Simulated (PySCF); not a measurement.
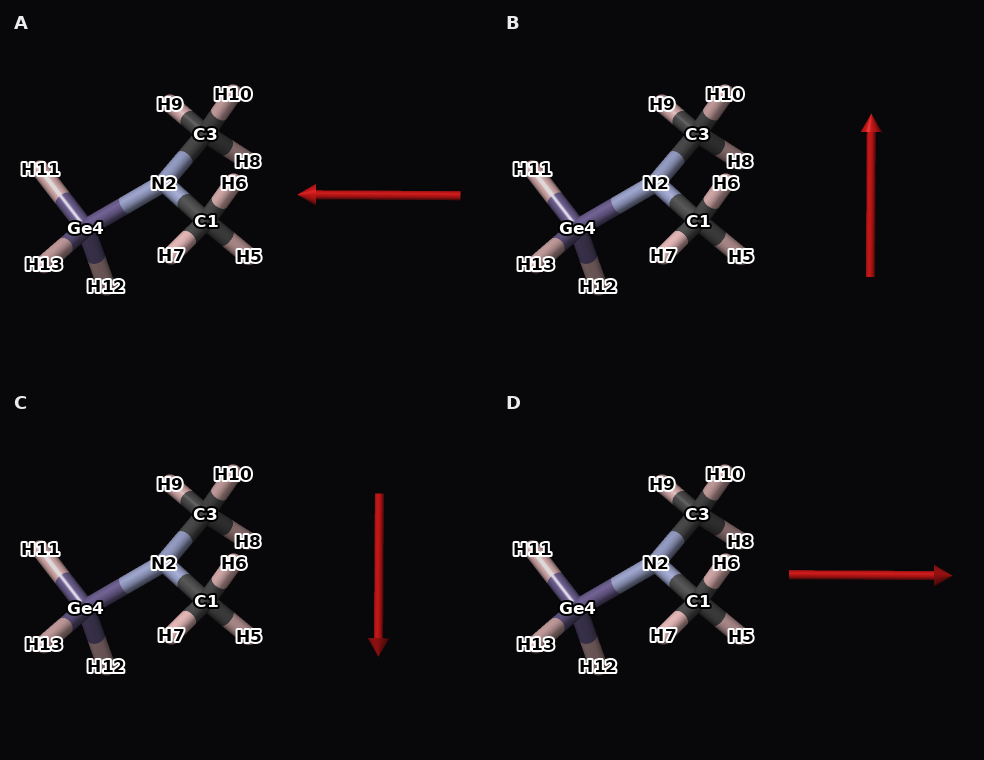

The same molecule four times, each with an arrow. The computed structure is the end point of a PBE0-D3(BJ)/def2-SVP optimisation. No frequency run is at hand to confirm it as a minimum. Properties computed with B3LYP/pcJ-1 (pcSseg-1 on Ge), gas phase (PySCF 2.14.0).

> Which arrow points along the dipole moment, from the negative to the positive end?

D. The dipole moment is 0.47 D; it points from the side of H11, H13 to the side of H5, H8 (the outermost atoms at the two ends).
